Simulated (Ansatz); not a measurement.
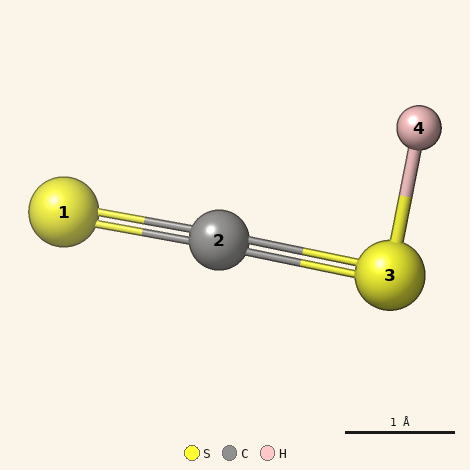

Figure made from data computed with Ansatz.

Orthographic view. Distant atoms are faded towards the background colour. The species has charge +1 and is a spin singlet. Geometry: atoms displaced at random (about 0.06 Å) from a stationary point of PBE0-D4.

Write a MOL file (V2000) with the atoms in numerical order, bonds sorted by atom number with the orders drawn, and coordinates in the frame of the picture: x right, y up, z towards the viewer, origin at the mean position.

```
CHS2
                    3D

  4  3  0  0  0  0  0  0  0  0999 V2000
   -1.9300    0.0200   -0.3900 S   0  0  0  0  0  0  0  0  0  0  0  0
   -0.5000   -0.2400   -0.1100 C   0  0  0  0  0  0  0  0  0  0  0  0
    1.0800   -0.5700    0.1300 S   0  0  0  0  0  0  0  0  0  0  0  0
    1.3400    0.7900    0.3800 H   0  0  0  0  0  0  0  0  0  0  0  0
  1  2  2  0
  2  3  2  0
  3  4  1  0
M  CHG  1   3   1
M  END
```
